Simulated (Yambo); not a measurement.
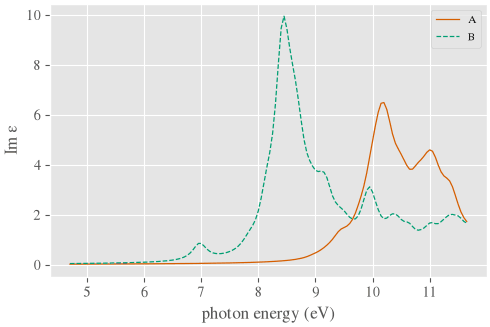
*Two computed absorption spectra of MgCO$_{3}$ (space group R-3c, No. 167) (Yambo, LDA bands with the same scissor, field along x)*

Axes are Cartesian, with cell vectors (Å) (2.32, 1.34, 4.98), (-2.32, 1.34, 4.98), (0.00, -2.68, 4.98).

### Question
Which curve includes the electron-hole attraction (BSE), and where are its main peaks?

### Answer
Curve B: the attraction moves weight to lower energy (centre of the plotted range 9.1 eV against 10.4 eV). Its peaks lie at 8.4 eV, 9.9 eV, 11.4 eV. Settings: 4×4×4 mesh, 16 valence and 8 conduction bands, static screening with 66 bands and a 3 Ry block, scissor 3.41 eV, Tamm-Dancoff. The scissor comes from a G0W0 run whose convergence isn't established. Broadening 0.15 eV. The band window holds all transitions up to 15.5 eV. Fine structure above the onset can come from the mesh.

Geometry of the Materials Project entry, not relaxed at this level; primitive cell a = b = c = 5.650 Å, α = β = γ = 48.44°.
